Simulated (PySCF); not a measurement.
System: C5H13NO2Si.

The calculation's input:

```
{"job": {"kind": "nmr", "xc": "PBE0", "basis": "pcSseg-1"}, "charge": 0, "multiplicity": 1}
C     -2.658948    -0.447299     0.911315
C     -1.449932    -0.517649    -0.011592
C     -0.194958     0.062363     0.670214
O     -0.385470     1.386145     1.000505
Si    -0.015839     2.720614     0.131940
C      0.974552    -0.090901    -0.294797
O      1.326700     0.831566    -1.001254
N      1.541511    -1.309573    -0.323489
C      2.630464    -1.644153    -1.211907
H     -2.514732    -1.083948     1.781742
H     -3.555708    -0.770019     0.388271
H     -2.798044     0.575671     1.250309
H     -1.257879    -1.550861    -0.311262
H     -1.636618     0.075388    -0.908603
H      0.008648    -0.491738     1.600229
H      1.391810     3.100237     0.182051
H     -0.558570     2.718494    -1.223591
H     -0.791956     3.630204     0.980629
H      1.218813    -2.021428     0.312132
H      2.827859    -0.770586    -1.830349
H      3.528315    -1.895841    -0.644927
H      2.359570    -2.487300    -1.849200
```

Launched as:

```sh
OMP_NUM_THREADS=1 python probes_run.py task.json out
```

Geometry: GFN2-xTB.

All numbers below come from PySCF 2.14.0, PBE0/pcSseg-1, SCF density, gas phase, non-relativistic.

Predict the electron density and electron localisation function between the atoms.

C–O (1.21 Å): the density is about 3.2 e/Å³ at the midpoint; the ELF peaks at about 0.85 between the atoms: a short, multiple covalent bond.
C–N (1.34 Å): ρ at the midpoint is about 2.4 e/Å³; the ELF peaks at about 0.90 between the atoms, as expected for localised, covalent bonding.
C–C (1.52 Å): ρ at the midpoint is about 1.7 e/Å³; the ELF peaks at about 0.95 between the atoms (a shared electron pair).
N–H (1.01 Å): ρ at the midpoint is about 2.9 e/Å³; the ELF climbs to about 1 towards the hydrogen, as it does in any bond to H; an ordinary covalent bond to hydrogen.

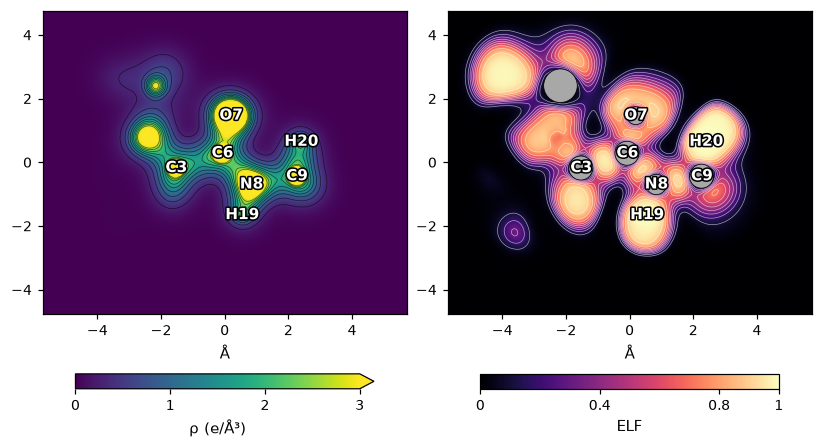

Computed electron density and electron localisation function on the plane of atoms C6, N8 and H19, in this order. Grey discs cover the atomic cores in the ELF map. 
